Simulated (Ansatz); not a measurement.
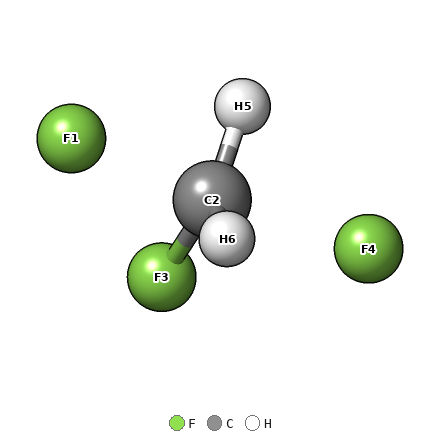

The system is the reacting system CH2F3 (fragments CH₂F₂ + F where the first distance is long, F + CH₂F₂ where the second is long), charge −1; the picture shows the reference structure. 
- Coordinates scanned: (1) distance C2–F4 (bond that forms); (2) distance F1–C2 (bond that breaks).
- Relaxed at each point: all other coordinates.
- Grid: 11 × 11 points. At 1 point there is no value.
- Points are written as (first, second).
- Energies are in kcal/mol, from a guessed transition structure relaxed with its forming and breaking bonds held.
- Energies and slopes of some neighbouring points disagree (a jump in structure or state, or too coarse a mesh). The reference is spin-restricted, so regions where a bond is pulled apart into radicals lie too high.
- All numbers below come from RKS PBE0-D4/def2-SVPD in Ansatz.

Its coordinates:

```xyz
6

F    -1.4105   -0.9782   -0.0951
C    -0.0252   -0.0129    0.0112
F     0.3536   -0.2109   -1.2612
F     1.3437    1.0305    0.3686
H    -0.6445    0.8530    0.2160
H     0.3830   -0.6815    0.7606
```

Range: distance C2–F4 (bond that forms) from 1.224 to 3.024 Å; distance F1–C2 (bond that breaks) from 1.224 to 2.424 Å.

> Predict the map.

The lowest grid point is at (2.586 Å, 1.384 Å), −16.9 kcal/mol from a guessed transition structure relaxed with its forming and breaking bonds held. Other grid points that lie below all their neighbours: (1.465 Å, 1.291 Å) (3.4 kcal/mol higher). The energy also falls towards the edge at (1.325 Å, 2.424 Å) (1.8 kcal/mol above the lowest), where a further well may lie outside the range. The highest grid point, (1.224 Å, 1.606 Å), lies 74.4 kcal/mol above the lowest.

```tsv
second ↓, first →	1.224	1.325	1.465	1.624	1.797	1.981	2.175	2.377	2.586	2.802	3.024
2.424	−6.5	−15.1	−14.6	−7.1	3.5	14.3	24.1	32.5	39.8	46.0	51.3
2.276	1.7	−10.9	−13.2	−7.3	1.8	11.1	19.5	26.9	33.4	39.1	44.0
2.132	7.8	−6.1	−10.3	−6.5	0.4	7.8	14.6	20.7	26.3	31.3	35.7
1.992	16.7	1.0	−5.7	−4.7	−0.5	4.4	9.2	13.9	18.4	22.6	26.5
1.858	28.4	10.4	0.6	−1.8	−0.9	1.0	3.5	6.5	9.9	13.3	16.5
1.729	42.3	21.9	8.4	2.0	−0.9	−2.2	−2.3	−1.1	1.0	3.5	6.1
1.606	57.5	34.9	17.7	7.1	0.1	−4.8	−7.6	−8.2	−7.4	−5.8	−3.7
1.490	−6.2	48.8	28.9	14.2	3.0	−5.5	−11.0	−13.6	−14.1	−13.3	−11.7
1.384	−6.4	–	42.4	24.5	9.3	−2.7	−10.7	−15.0	−16.9	−16.8	−15.5
1.291	−3.1	−12.5	−13.5	39.1	20.6	5.6	−4.7	−13.2	−14.3	−14.2	−13.0
1.224	7.3	−6.1	−6.7	55.2	34.7	17.6	5.7	−6.2	−7.0	−6.5	−5.3
```

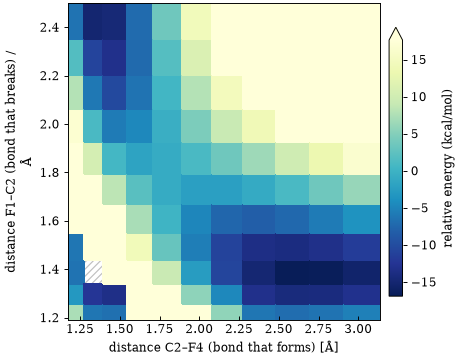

In the figure: one coloured cell a grid point, one colour for all values above the top of the scale, hatched blanks where no value was computed.

The whole map (120 points run) took 23 min on 1 thread of Arm Neoverse V1, with other jobs on the host.
